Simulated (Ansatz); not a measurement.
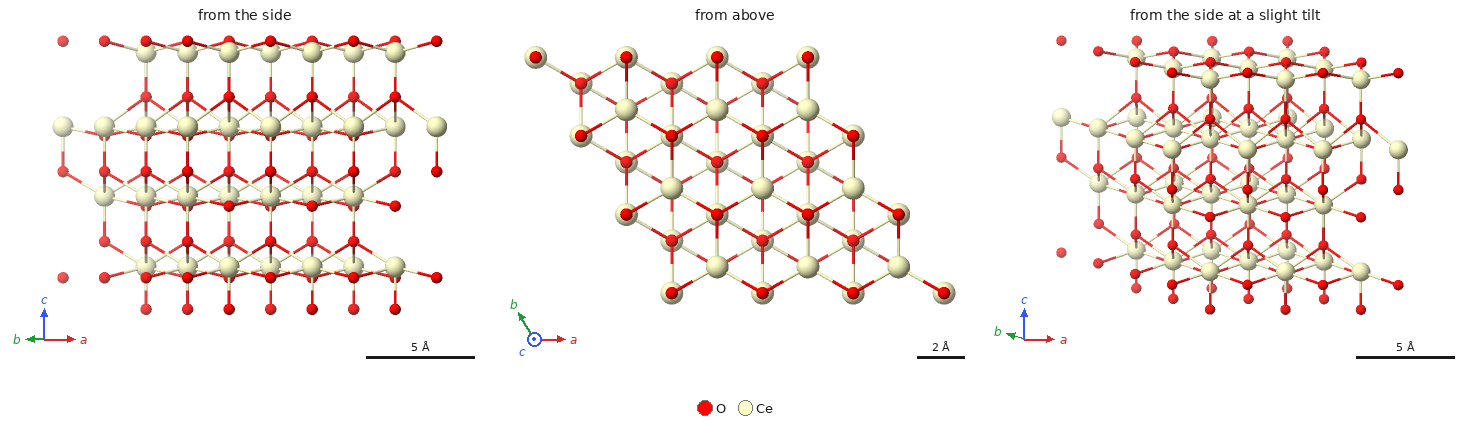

A ball-and-stick picture of a periodic slab, seen from the side, from above and from the side at a slight tilt. The surface normal points up in side views; the vacuum is left out. 3×3 cells are drawn in the plane, with atoms at the edges repeated.

The cell holds 4 Ce, 8 O. The slab was cut from bulk CeO2 (Fm-3m).

What is the slab's thickness, atom centre to atom centre?

About 12 Å from the lowest to the highest atom.

Which crystal face is exposed?

(1 1 1).

Method used: Ansatz, DFT PBE, scalar-relativistic, plane waves, PAW. It ran with plane waves to 420 eV, k-points on a 9×9×1 grid, Gaussian smearing of 0.05 eV, no spin polarisation (a spin-restricted run, not always the ground state).

Work functions?

2.29 eV at the top and 9.28 eV at the bottom.

The structure was taken from a structure type filled with these elements by a generator (whether the compound takes this form wasn't checked); a slab was cut from it. The atoms were relaxed in a fixed cell with Ansatz 0.2.0, DFT PBE, scalar-relativistic, plane waves, PAW.
